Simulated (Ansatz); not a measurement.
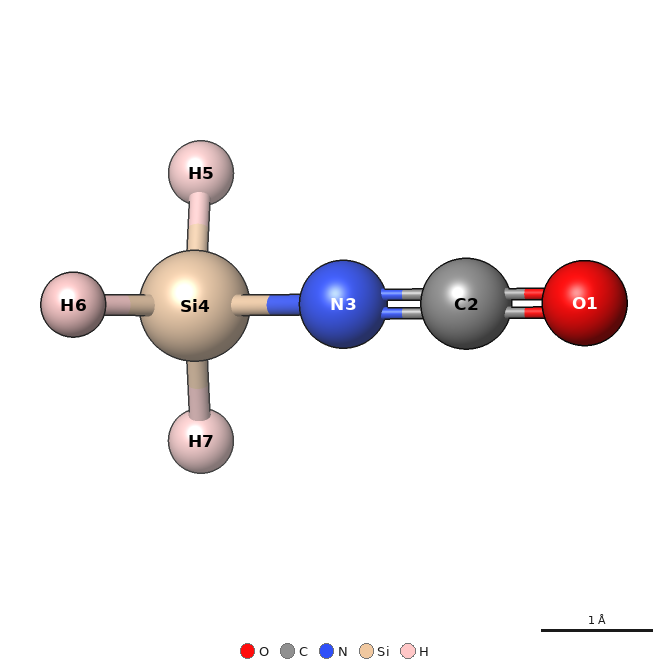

Simulated data, not a measurement (program: Ansatz).

Orthographic view. Atoms fade into the background with distance from the viewer. Geometry: relaxed with PBE0-D4/def2-TZVP with one coordinate held away from its value at the minimum.

List all interatomic distances (Å) as a matrix.

```
atom    O1    C2    N3   Si4    H5    H6    H7
  O1  0.00                                    
  C2  1.16  0.00                              
  N3  2.36  1.19  0.00                        
 Si4  4.03  2.87  1.71  0.00                  
  H5  4.62  3.57  2.61  1.48  0.00            
  H6  4.79  3.64  2.47  1.32  2.31  0.00      
  H7  4.62  3.57  2.61  1.48  2.42  2.31  0.00
```
